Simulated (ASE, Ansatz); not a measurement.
# Electronic structure of random rutile alloy of IrO2 and SiO2 (96 atoms)

Wanted: forces, charges and levels of random rutile alloy of IrO2 and SiO2 (96 atoms).

Calculated with Ansatz 0.2.0; Kohn-Sham DFT, PBE, PAW (set soft_2), plane waves.

## 1. Set-up

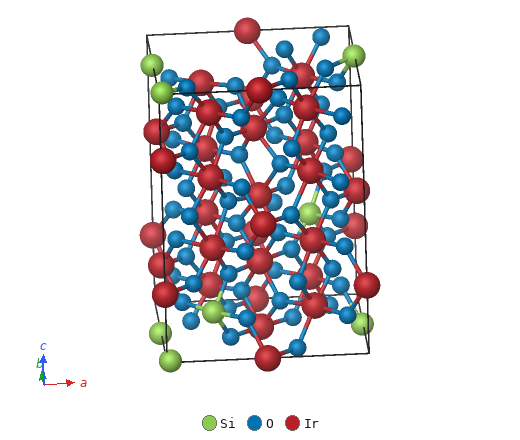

Start, viewed slightly off an axis; silicon green, oxygen blue, iridium red. Bonds to atoms that aren't drawn are left out. Some periodic images of atoms are drawn too.

The cell holds 96 atoms: 4 Si, 64 O and 28 Ir. Its edges and angles: a = 8.916 Å, b = 8.916 Å, c = 12.372 Å, α = 90.0°, β = 90.0°, γ = 90.0°. It derives from IrO2 (rutile) and SiO2, repeated 2×2×4. Rutile IrO2, 2 x 2 x 4 conventional cells, 4 of 32 Ir sites given to Si at random (x = 0.125), lattice by Vegard's rule (cell 4.458, 4.458, 3.093, 90, 90, 90); every coordinate displaced by a Gaussian of 0.07 Å.

Limits known from the start: The host structure and its lattice constant were typed by rule, without a check against the phase diagram. The main run has no spin polarisation, so moments on Ir can't form in it, and no Hubbard term. Spin–orbit coupling is left out, which matters for the levels of the heavy elements.

## 2. Plane-wave single point

One self-consistent run at the given positions yields energy and forces.

Input file input.yaml:

```yaml
crystal:
  lattice:
    - [8.9162, 0.0, 0.0]
    - [0.0, 8.9162, 0.0]
    - [0.0, 0.0, 12.3716]
  atoms:
    - { symbol: Si, position: [0.01657, 0.01663, 0.00273] }
    - { symbol: Si, position: [0.24929, 0.24702, 0.12536] }
    - { symbol: O, position: [0.1463, 0.14474, 0.98925] }
    - { symbol: O, position: [0.33645, 0.357, 0.00565] }
    - { symbol: O, position: [0.105, 0.40729, 0.13182] }
    - { symbol: O, position: [0.40595, 0.0979, 0.12943] }
    - { symbol: Ir, position: [0.0001, 0.00445, 0.25302] }
    - { symbol: Ir, position: [0.25408, 0.2428, 0.36641] }
    - { symbol: O, position: [0.15083, 0.15149, 0.25599] }
    - { symbol: O, position: [0.33491, 0.3357, 0.24608] }
    - { symbol: O, position: [0.08331, 0.39388, 0.37032] }
    - { symbol: O, position: [0.40752, 0.08816, 0.38091] }
    - { symbol: Ir, position: [0.98797, 0.99508, 0.50377] }
    - { symbol: Ir, position: [0.25494, 0.23674, 0.62988] }
    - { symbol: O, position: [0.14067, 0.14003, 0.51059] }
    - { symbol: O, position: [0.34556, 0.36295, 0.51088] }
    - { symbol: O, position: [0.08687, 0.41376, 0.62268] }
    - { symbol: O, position: [0.40055, 0.0956, 0.61901] }
    - { symbol: Ir, position: [0.01091, 0.00862, 0.75081] }
    - { symbol: Ir, position: [0.25759, 0.23093, 0.87324] }
    - { symbol: O, position: [0.15105, 0.15148, 0.74907] }
    - { symbol: O, position: [0.33763, 0.34666, 0.75482] }
    - { symbol: O, position: [0.10323, 0.38844, 0.86688] }
    - { symbol: O, position: [0.40663, 0.08447, 0.88143] }
    - { symbol: Si, position: [0.99559, 0.49099, 0.00089] }
    - { symbol: Ir, position: [0.26255, 0.73516, 0.11778] }
    - { symbol: O, position: [0.15804, 0.66126, 0.00334] }
    - { symbol: O, position: [0.35128, 0.84605, 0.00383] }
    - { symbol: O, position: [0.08546, 0.91282, 0.11896] }
    - { symbol: O, position: [0.41029, 0.60249, 0.12165] }
    - { symbol: Ir, position: [0.01059, 0.50009, 0.25251] }
    - { symbol: Ir, position: [0.24992, 0.74935, 0.38572] }
    - { symbol: O, position: [0.14228, 0.64877, 0.24781] }
    - { symbol: O, position: [0.35174, 0.84694, 0.25194] }
    - { symbol: O, position: [0.09946, 0.89696, 0.36918] }
    - { symbol: O, position: [0.39477, 0.58536, 0.37724] }
    - { symbol: Ir, position: [0.98943, 0.49253, 0.49821] }
    - { symbol: Ir, position: [0.25561, 0.75277, 0.62348] }
    - { symbol: O, position: [0.15291, 0.63672, 0.50411] }
    - { symbol: O, position: [0.35002, 0.85771, 0.48761] }
    - { symbol: O, position: [0.10672, 0.90693, 0.62803] }
    - { symbol: O, position: [0.41886, 0.59443, 0.62934] }
    - { symbol: Ir, position: [0.00849, 0.50778, 0.74888] }
    - { symbol: Ir, position: [0.2484, 0.75488, 0.86795] }
    - { symbol: O, position: [0.1484, 0.65855, 0.74326] }
    - { symbol: O, position: [0.33569, 0.8473, 0.75428] }
    - { symbol: O, position: [0.09857, 0.89155, 0.86088] }
    - { symbol: O, position: [0.41006, 0.59753, 0.88617] }
    - { symbol: Ir, position: [0.49789, 0.99858, 0.99932] }
    - { symbol: Ir, position: [0.75184, 0.25706, 0.13034] }
    - { symbol: O, position: [0.65412, 0.14296, 0.00155] }
    - { symbol: O, position: [0.84446, 0.35026, 0.99094] }
    - { symbol: O, position: [0.58907, 0.40503, 0.12109] }
    - { symbol: O, position: [0.90417, 0.09212, 0.12544] }
    - { symbol: Ir, position: [0.50637, 0.99539, 0.24593] }
    - { symbol: Ir, position: [0.75201, 0.25792, 0.3736] }
    - { symbol: O, position: [0.66624, 0.14325, 0.24753] }
    - { symbol: O, position: [0.84879, 0.33209, 0.24794] }
    - { symbol: O, position: [0.58921, 0.39941, 0.37717] }
    - { symbol: O, position: [0.90057, 0.09109, 0.38288] }
    - { symbol: Ir, position: [0.49752, 0.0194, 0.49481] }
    - { symbol: Ir, position: [0.75057, 0.25314, 0.63414] }
    - { symbol: O, position: [0.64248, 0.14992, 0.49566] }
    - { symbol: O, position: [0.85244, 0.35955, 0.49875] }
    - { symbol: O, position: [0.61146, 0.41156, 0.63017] }
    - { symbol: O, position: [0.88975, 0.09407, 0.622] }
    - { symbol: Ir, position: [0.50761, 0.98714, 0.75118] }
    - { symbol: Ir, position: [0.74033, 0.25397, 0.86867] }
    - { symbol: O, position: [0.6566, 0.14615, 0.74441] }
    - { symbol: O, position: [0.84876, 0.34758, 0.74874] }
    - { symbol: O, position: [0.60943, 0.40312, 0.877] }
    - { symbol: O, position: [0.90682, 0.08881, 0.86882] }
    - { symbol: Ir, position: [0.49441, 0.50596, 0.0055] }
    - { symbol: Ir, position: [0.75752, 0.75785, 0.1274] }
    - { symbol: O, position: [0.66211, 0.66212, 0.99994] }
    - { symbol: O, position: [0.85464, 0.85135, 0.99687] }
    - { symbol: O, position: [0.59037, 0.90578, 0.12367] }
    - { symbol: O, position: [0.90085, 0.5909, 0.1267] }
    [... 12 atom lines left out ...]
    - { symbol: Ir, position: [0.48913, 0.50258, 0.74717] }
    - { symbol: Ir, position: [0.74812, 0.75293, 0.87701] }
    - { symbol: O, position: [0.64952, 0.64526, 0.75955] }
    - { symbol: O, position: [0.84342, 0.84627, 0.74728] }
    - { symbol: O, position: [0.61018, 0.91269, 0.88509] }
    - { symbol: O, position: [0.91461, 0.59924, 0.88126] }
kpoints:
  mp_grid: { grid: [2, 2, 1] }
hamiltonian:
  xc: pbe
scf:
  occupations: { method: gaussian, width: 0.05 }
output:
  forces: true
  stress: true
  populations: true
  dos:
    method: { smearing: { sigma: 0.1 } }
    de: 0.1
    projected: { site_lists: { Ir: [Ir], O: [O], Si: [Si] } }
  eigenvalues: true
  write_density: true
  write_potential: true
  volumetric_format: npy
```

The run is started by

```sh
> ansatz run input.yaml --threads 8 --pin off --max-ram 15872MiB --backend cpu --events-out ev --progress --plain --runs-dir out
```

Numbers of over 12 decimals in the logs are rounded to 6 here.

Output:

```text
Engine: ansatz 0.2.0, aarch64-unknown-linux-gnu
Pseudopotentials: kind: paw
Pseudopotential: Si, paw, valence charge 4, recommended cutoff 420 eV (normal), Si.paw.azcp
Pseudopotential: O, paw, valence charge 6, recommended cutoff 420 eV (normal), O.paw.azcp
Pseudopotential: Ir, paw, valence charge 17, recommended cutoff 420 eV (normal), Ir.paw.azcp
Functional definition: PBE
  parameter kappa = 0.804
  parameter beta = 0.066725
  exchange = pbe_x(kappa = kappa, mu = beta*pi^2/3)
  correlation = pbe_c(beta = beta)
Crystal: 96 atoms, lattice volume = 983.525 Å³
Basis set: ecut = 420 eV, 19233 PW (Γ), exchange–correlation on 120×120×180 points (8 copies of the dense FFT grid, shifted against one another)
Bands: 534, of which v1, the nominal top of the filled ones, is band 438 counted from 1 (437 counted from 0)
Symmetry: 1 space group operations
Space group: P1 (ITA 1), of the structure as read, at distance tolerance 9.9e-5 Å
k-points: 4
Non-local potential: Si, projectors of the file, l = 0: 2, l = 1: 2, l = 2: 2
Non-local potential: O, projectors of the file, l = 0: 2, l = 1: 2, l = 2: 1
Non-local potential: Ir, projectors of the file, l = 0: 3, l = 1: 2, l = 2: 2, l = 3: 1
PAW form: soft (Blöchl's): semilocal exchange-correlation on the pseudo side does not see the compensation charge
PAW one-centre angular grid: Si, 110 points (default); XC on 64 Gauss nodes
PAW one-centre angular grid: O, 110 points (default); XC on 64 Gauss nodes
PAW one-centre angular grid: Ir, 590 points (default); XC on 64 Gauss nodes
Initial density: superposition of atomic densities (neutral atoms: chi_scale 0, normalization atom), corrected by the library's trained network
Initial wavefunctions: pseudopotential atomic-orbital guess
Functional: x = pbe(κ = 0.804, μ = 0.219515), c = pbe(β = 0.066725)
SCF iter   1: F=—  HF=-372960.499033 eV  |F-HF|=—  |Δ(HF+E_count)|=         —  Δρ=1.17e-2  dr2=4.54e0  ethr=1.77e-3  ⟨swp⟩=5.0  Hψ=7164  notcnv=0  defer=277
preconditioner: auto → LDOS  [metal: Δε(μ)=0.017 eV  Ē_g=11.859 eV  σ=0.050 eV  W_gap=0.18  n_scr=318 (ndim 8)  ℏωp=30.2 eV  f_vac=0.019  D(μ)=50.73/eV (n_scr^D=488)  β→1.0]
SCF iter   2: F=—  HF=-372960.350503 eV  |F-HF|=—  |Δ(HF+E_count)|=   1.49e-1  Δρ=5.32e-3  dr2=3.89e-1  ethr=5.18e-4  ⟨swp⟩=2.0  Hψ=2491  notcnv=0  defer=324
SCF iter   3: F=—  HF=-372960.337673 eV  |F-HF|=—  |Δ(HF+E_count)|=   1.28e-2  Δρ=1.99e-3  dr2=7.53e-2  ethr=4.44e-5  ⟨swp⟩=2.0  Hψ=3506  notcnv=0  defer=329
SCF iter   4: F=—  HF=-372960.333399 eV  |F-HF|=—  |Δ(HF+E_count)|=   4.27e-3  Δρ=8.28e-4  dr2=1.08e-2  ethr=8.59e-6  ⟨swp⟩=1.5  Hψ=1809  notcnv=0  defer=329
SCF iter   5: F=—  HF=-372960.332925 eV  |F-HF|=—  |Δ(HF+E_count)|=   4.74e-4  Δρ=3.94e-4  dr2=1.84e-3  ethr=1.23e-6  ⟨swp⟩=1.2  Hψ=1808  notcnv=0  defer=329
SCF iter   6: F=—  HF=-372960.332780 eV  |F-HF|=—  |Δ(HF+E_count)|=   1.45e-4  Δρ=1.72e-4  dr2=3.50e-4  ethr=2.10e-7  ⟨swp⟩=2.0  Hψ=2818  notcnv=0  defer=329
SCF iter   7: F=—  HF=-372960.332711 eV  |F-HF|=—  |Δ(HF+E_count)|=   6.85e-5  Δρ=7.48e-5  dr2=5.98e-5  ethr=3.99e-8  ⟨swp⟩=2.0  Hψ=2855  notcnv=0  defer=329
SCF iter   8: F=—  HF=-372960.333285 eV  |F-HF|=—  |Δ(HF+E_count)|=   5.74e-4  Δρ=3.73e-5  dr2=1.46e-5  ethr=6.82e-9  ⟨swp⟩=2.2  Hψ=3051  notcnv=0  defer=329
SCF iter   9: F=—  HF=-372960.333284 eV  |F-HF|=—  |Δ(HF+E_count)|=   8.99e-7  Δρ=1.95e-5  dr2=4.17e-6  ethr=1.66e-9  ⟨swp⟩=2.0  Hψ=2853  notcnv=0  defer=329
SCF iter  10: F=—  HF=-372960.333284 eV  |F-HF|=—  |Δ(HF+E_count)|=   3.25e-7  Δρ=9.75e-6  dr2=1.02e-6  ethr=4.76e-10  ⟨swp⟩=2.0  Hψ=2882  notcnv=0  defer=329
SCF iter  11: F=—  HF=-372960.333284 eV  |F-HF|=—  |Δ(HF+E_count)|=   6.23e-8  Δρ=4.54e-6  dr2=2.40e-7  ethr=1.17e-10  ⟨swp⟩=2.0  Hψ=2908  notcnv=0  defer=329
SCF iter  12: F=-372960.333284 eV  HF=-372960.333284 eV  |F-HF|=2.62e-8  |Δ(HF+E_count)|=   2.01e-8  Δρ=1.79e-6  dr2=3.39e-8  ethr=1.14e-11  ⟨swp⟩=14.2  Hψ=14781  notcnv=0
SCF 1 converged in 12 iterations: F = -372960.333284 eV  dr2 = 3.39e-8
  greatest PAW one-centre occupation: 1.000 electrons in one spin orbital (limit 2), on the Ir atom at site 60 (counted from 0), in its partial waves of l = 0
SCF converged after 12 iterations
Free energy (F): -372960.333284 eV
Harris-Foulkes:  -372960.333284 eV  (|F-HF|=2.62e-8)
Internal energy: -372960.264594 eV  (E = F + TS)
E sigma→0 (E₀):  -372960.298939 eV
Entropy (-TS):   -0.068690 eV (-0.716 meV/atom)
Fermi energy:    14.560516 eV
--- Per-component energies (eV) ---
  E_band       = -6214.212906
  E_kinetic    = 28901.759705
  E_local      = -70063.119726  (includes V_loc(G=0)·N_el)
  E_nonlocal   = 5244.064460
  E_hartree    = 26530.934280
  E_xc         = -12400.066184
  E_vxc        = -14559.085900  (∫ρ·V_xc dr)
  E_paw        = -270440.431994  (= ΣΔE_a)
  E_vpaw       = -8799.861072  (= ΣTr[D̂ρ^β])
  E_aug_tail   = 0.159626  (compensation charges beyond the density's cutoff)
  E_ewald      = -80733.564761
  E_smearing   = -0.068690  (= −TS)
  E_closure    = 0.000000  (closes the sum)
  Σ components = -372960.333284   (vs F -372960.333284, Δ=0.00e0)
--- Forces (eV/Å), atoms counted from 1 ---
  atom   1  Si    -3.44472694    -2.82603242     0.83896319
  atom   2  Si     0.73592069     1.08505364     0.21092589
  atom   3  O      0.51303523     0.12308678     3.64977279
  atom   4  O     -1.64995260    -3.01012653     1.21260920
  atom   5  O      1.04009407    -2.16888923    -3.97036870
  atom   6  O     -2.71380088     2.11628851    -2.11320269
  atom   7  Ir    -0.62345314    -2.24699208    -0.94399986
  atom   8  Ir    -1.91314107     0.37435282     8.41080710
  atom   9  O      0.26874504     0.26225969    -4.63879633
  atom  10  O      1.30605475     1.14189341    -3.44972908
  atom  11  O      2.18710201    -1.59540107     1.75476471
  atom  12  O     -3.22809329     3.53184025    -6.70351546
  atom  13  Ir     2.00354724    -1.71067876    -0.62352188
  atom  14  Ir    -3.31233777     4.94059096    -2.30093973
[...]
atom  95  O     -0.52052958    -0.60308392    -2.58046173
  atom  96  O      0.58918128    -0.91060768     1.19663644
  max |Σ_I F_I| component: 4.93e-5 eV/Å
--- Stress (GPa, compression-positive) ---
       18.844206       0.702776       0.954817
        0.702777      18.388225      -1.412766
        0.954816      -1.412766      23.065654
  P = ⅓ Tr σ = 20.0994 GPa (200.994 kbar)
--- Band table (eV) ---
  k-point 0: bands = ["-79.5066", "-79.4715", "-79.1392", "-79.0411", [... 518 levels ...], "22.0988", "22.2385", "22.4172", "22.4757", "22.5825", "22.6665", "22.8403", "22.8839", "22.9495", "22.9960", "23.1050", "23.2014"]
[...]
--- Löwdin populations: 96 sites ---
  site symbol       q [e]
     0     Si      2.5363
     1     Si      2.6065
     2      O      6.6868
[...]
95      O      6.6981
  spilling = 0.004818 (of n_electrons = 876.000000)
```

Wall time 56 s (8 threads of Arm Neoverse V2, shared host); peak memory 8 GiB.

In the SCF lines HF is the Harris–Foulkes energy and dr2 the Hartree energy of the density residual, in eV; the loop may stop once dr2 is under the threshold and the program's other checks hold. Hψ counts applications of the Hamiltonian.

Read from the output:

```yaml
free_energy: -372960.3333 eV
free_energy_per_atom: -3885.0035 eV/atom
scf_cycles: 12
pressure: 20.1 GPa
r_m_s_force_component: 2.57 eV/Å
longest_force: 9.736 eV/Å
fermi_energy: 14.56 eV
levels_partly_filled_by_over_2_per_cent: 16
spilling_of_the_projection: 0.004818
```

Length of the force by element:

```tsv
element	coordination	atoms	mean length of the force (eV/Å)	spread	least	most
Ir	all	28	5.52	2.32	1.49	9.74
O	all	64	3.29	1.64	0.239	8.63
Si	all	4	2.51	1.48	0.867	4.53
```

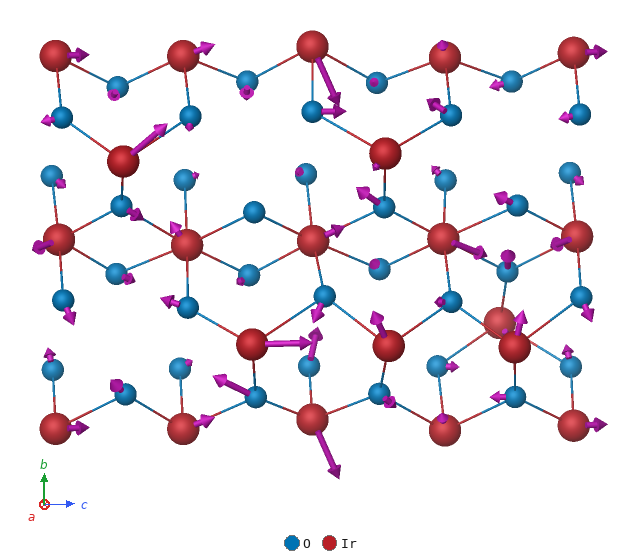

Forces as arrows; the longest in the cell is 9.74 eV/Å. Drawn is a slice 4 Å thick, seen along the normal of the bc plane.

Löwdin charges by element (they lack the spilled electrons, 0.044 e an atom on average):

```tsv
element	coordination	atoms	mean charge (e)	spread	least	most
Ir	all	28	1.43	0.0694	1.28	1.58
O	all	64	-0.648	0.0387	-0.730	-0.545
Si	all	4	1.43	0.0441	1.38	1.48
```

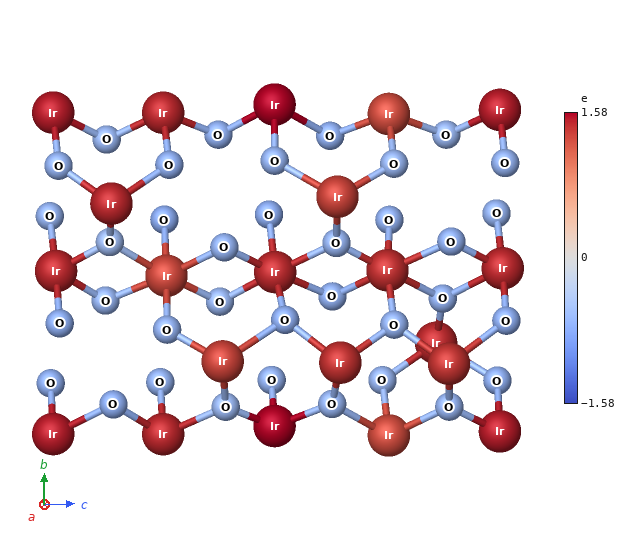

Atoms coloured by Löwdin charge. Drawn is a slice 4 Å thick, seen along the normal of the bc plane.

Density of states as counts of states in windows of 1 eV (from the Fermi level), total and the larger projections:

```tsv
from (eV)	to (eV)	total	O p	Ir d
-18	-11	0.0	0.0	0.0
-11	-10	9.9	5.8	2.5
-10	-9	36.1	21.9	11.0
-9	-8	63.1	39.0	20.4
-8	-7	51.2	33.5	14.3
-7	-6	55.8	39.4	12.7
-6	-5	61.8	45.3	13.8
-5	-4	56.6	44.5	10.1
-4	-3	42.3	35.3	5.9
-3	-2	35.4	12.0	22.2
-2	-1	68.5	16.8	49.3
-1	0	42.5	16.0	25.2
0	1	28.3	11.9	15.6
1	2	17.5	3.4	10.3
2	3	34.7	9.6	18.8
3	4	33.2	12.1	16.3
4	5	28.6	11.5	12.9
```

Between -26 and -18 eV lie 128 more states.

About 225 of the 876 electrons lie in deeper levels, below the stored range.

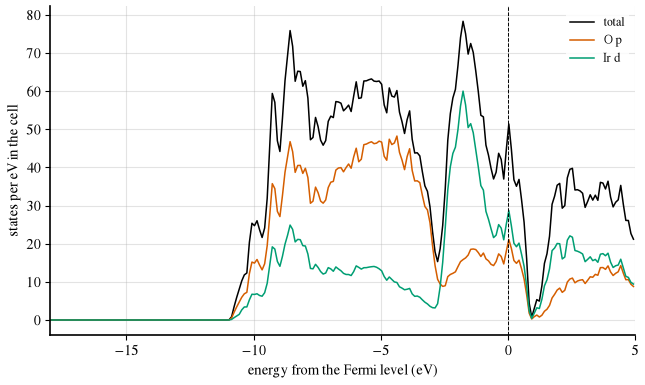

Total and projected density of states, with the broadening of the input.

The levels nearest the highest filled one (over half full), pooled over k-points and spins:

```tsv
level less the highest filled one (eV)	occupation
-0.0477	1.82
-0.0464	1.81
-0.0458	1.81
-0.0163	1.36
-0.0066	1.15
0	1.00
0.0083	0.818
0.0092	0.797
0.0256	0.472
0.03	0.399
0.0303	0.395
0.053	0.135
```

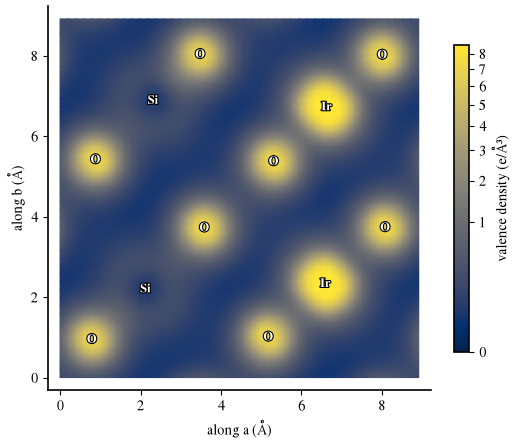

Valence density in the ab plane at fractional z = 0.001, with atoms of Si and O and Ir within 0.2 Å of it. It is the smooth field of the valence electrons, not physical close to the nuclei. The map starts off the cell's origin, so that atoms lie inside it. The colour scale is stretched toward low values.

[end of part 1 of 2]

[Logs are printed without paths, hosts, clocks, repeated set-up lines and the standing remarks that a program may print on its own settings, such as how far it seeks lower states.]

[Hosts, paths, dates, database ids (printed as entryN), source tags and the programs' standing remarks are cut or masked in the printed files.]
